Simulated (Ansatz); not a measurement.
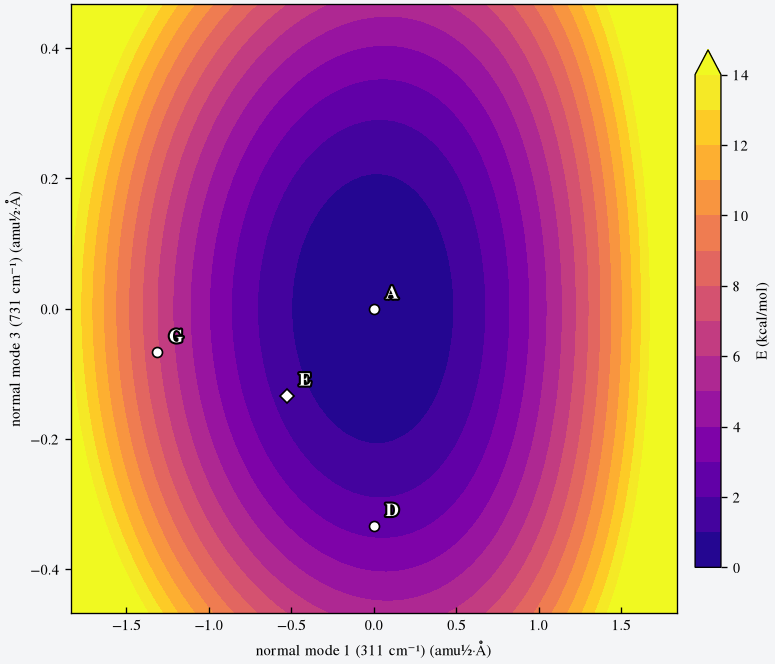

F₂HSi, SMILES F[SiH+]F, charge +1. First axis: normal mode 1 (311 cm⁻¹). Second axis: normal mode 3 (731 cm⁻¹). Nothing is relaxed (straight displacements along the two mass-weighted modes). Grid: 15 × 15 points; 120 points were computed and 105 follow by symmetry. Energies: kcal/mol, counted from the lowest grid point. Theory: Ansatz 0.2.0, RKS PBE-D4/def2-TZVP.

The picture shows filled contours, one colour for all values above the top of the scale, lettered points. Between grid points the surface is interpolated.

### What kind of point is each of A, D, E, G: minimum, saddle, maximum or slope?

A: minimum; D: on a slope; E: on a slope; G: on a slope. (In these two coordinates alone; a stationary point may lie a little off the grid point.)

### Rank the lettered points by energy, lowest first.

A (0.0 kcal/mol), E (1.6 kcal/mol), D (2.7 kcal/mol), G (7.1 kcal/mol).
